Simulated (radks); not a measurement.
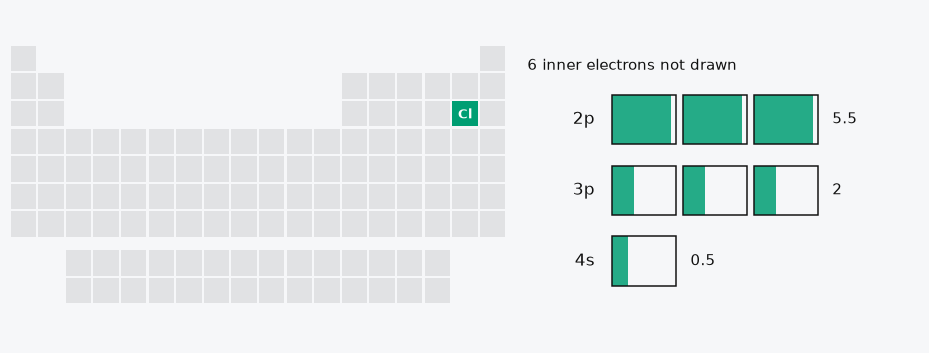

Fig. 1: Left, the place of chlorine in the periodic table; right, the outer shells as the input fills them: a box for each of the 2l + 1 orbitals, shaded by the share of the shell that is filled, with the electron count at the right.

**Atomic calculation for Cl³⁺**

- system: Cl³⁺, configuration [He] 2s2 2p5.5 3s2 3p2 4s0.5.
- method: scalar-relativistic Kohn-Sham, SCAN, spin-polarised, spherical densities, finite nucleus (radks)

## The input
```
Z 17
configuration [He] 2s2 2p5.5 3s2 3p2 4s0.5
relativity scalar-relativistic
functional scan,scan
spin polarised
nucleus finite rms 3.3654 fm
c 137.035999084
```

Energies in input and log are in hartree, lengths in bohr (the nuclear radius in fm).

Hardware: 1 CPU thread, shared host.

## The program's output
```
1s      1   1.0000        -106.14608445
2p      1   3.0000         -15.90448830
1s      2   1.0000        -106.11311954
2s      2   1.0000         -13.29922601
2p      2   2.5000         -11.23917466
3s      2   1.0000          -3.04120050
3p      2   0.0000          -2.83658176
4s      2   0.0000          -1.23380379
Etot 2.2376274004822072e+18
Ekin -60284632368.634705
Encl -11425598237.523705
Eh 2.2376291791572227e+18
Exc -1706964784916.7622
err 14595614069378.508
it 7
```

## What the run reported

- outcome: not converged
- total energy: 2237627400482207232.0000 hartree
- kinetic energy: −60284632368.6347 hartree
- electron–nucleus energy: −11425598237.5237 hartree
- Hartree energy: 2237629179157222656.0000 hartree
- exchange–correlation energy: −1706964784916.7622 hartree
- SCF iterations: 7

## What went wrong

The run did not meet its convergence test in 7 iterations, so its last values are not results.
